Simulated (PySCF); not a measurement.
```xyz
13

C     2.7298    0.0153   -0.2238
C     1.4251    0.2405   -0.2546
Si    0.1895   -0.4223    1.0007
O    -1.3056   -0.3491    0.3516
Si   -2.5642    0.1313   -0.5154
F    -2.2055    1.5610   -1.1555
H     3.4102    0.4193   -0.9584
H     3.1798   -0.5916    0.5460
H     1.0297    0.8583   -1.0543
H     0.1439    0.3994    2.2126
H     0.3732   -1.8455    1.2855
H    -3.6776    0.3560    0.3846
H    -2.7327   -0.7722   -1.6366
```

Geometry: GFN2-xTB.

These are results of PBE0/pcSseg-1, SCF density, gas phase, non-relativistic in PySCF, not measurements.

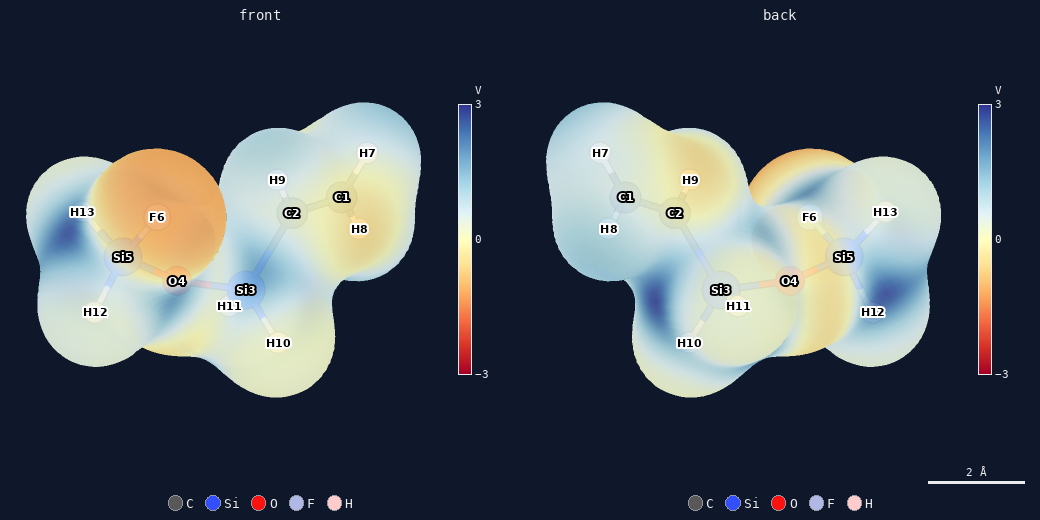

C2H7FOSi2 (SMILES C=C[SiH2]O[SiH2]F). The electrostatic potential painted on the density surface at 0.004 e/bohr³, seen from the front and from behind; the colour scale runs from red (negative) to blue (positive).

Q: Which sites attract a positive test charge, and which a negative one?

A: A positive charge is drawn to the negative regions and a negative charge to the positive ones. The most negative region (about −1.2 V, or −28 kcal/mol for a unit charge) lies over F6, the most positive (about +2.6 V, or +60 kcal/mol for a unit charge) over Si3 and Si5.

Q: What dipole moment does the calculation give?

A: Its dipole moment is 1.27 D.
